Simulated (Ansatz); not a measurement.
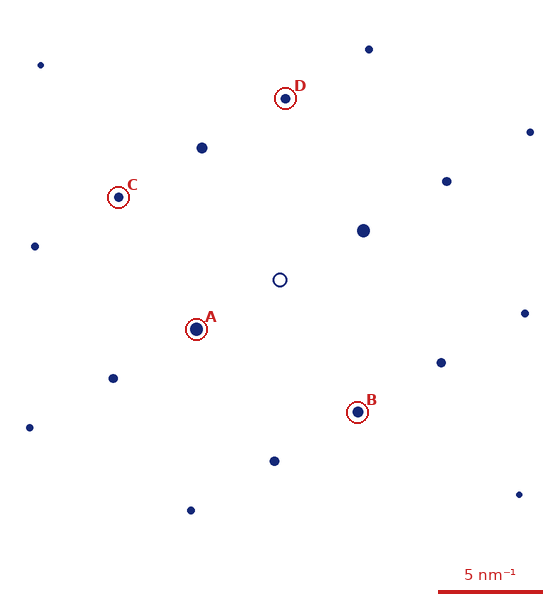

Computed electron diffraction pattern, 200 kV, single scattering only, B = 0.3 Å². The zone axis points towards the electron source and the pattern is seen from the source side.

The sample is Os, space group P6_3/mmc (No. 194), a = 2.705 Å, c = 4.282 Å (hexagonal axes). Structure: the end point of a relaxation at fixed volume with DFT r2SCAN, scalar-relativistic, plane waves, PAW in Ansatz 0.2.0.

```tsv
atom	site	symmetry	x	y	z
Os	2d	-6m2	0.3333	0.6667	0.7500
```

Spot A is indexed 0 0 -2 and spot B -1 2 0.

> Index the other marked spots.

C = A − B = 1 -2 -2 (d = 1.143 Å). D = −A − B = 1 -2 2 (d = 1.143 Å).

> Which zone axis is this?

The cross product of A and B is parallel to [210]; every spot obeys hu + kv + lw = 0.
